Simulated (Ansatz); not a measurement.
The starting structures come from a database of crystals and need not be the phases stable at ambient conditions.

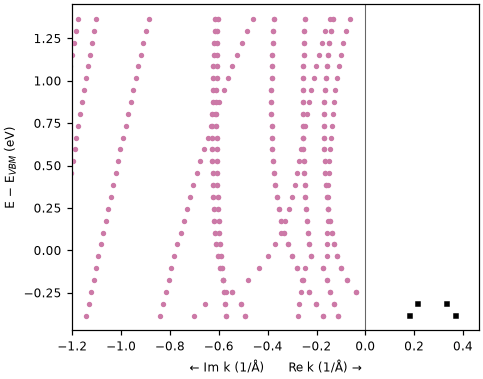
Complex bands at the centre of the two-dimensional zone; PBEsol run with Ansatz (a first-principles code)

The gap is the functional's own, uncorrected, and κ follows it; spin-orbit coupling is left out. Mid-gap values are interpolated between the computed energies.

**Question.** This is BiTeI (P3m1, not sure to be the ambient phase, 3 atoms a cell, 37.1 Å³ an atom) along the normal of (110). Read off the slowest decay at the centre of the two-dimensional zone at 0.53 eV, the computed energy nearest the middle of the gap.

**Answer.** κ ≈ 0.15 1/Å, a decay length 1/(2κ) of the density of 3.4 Å.
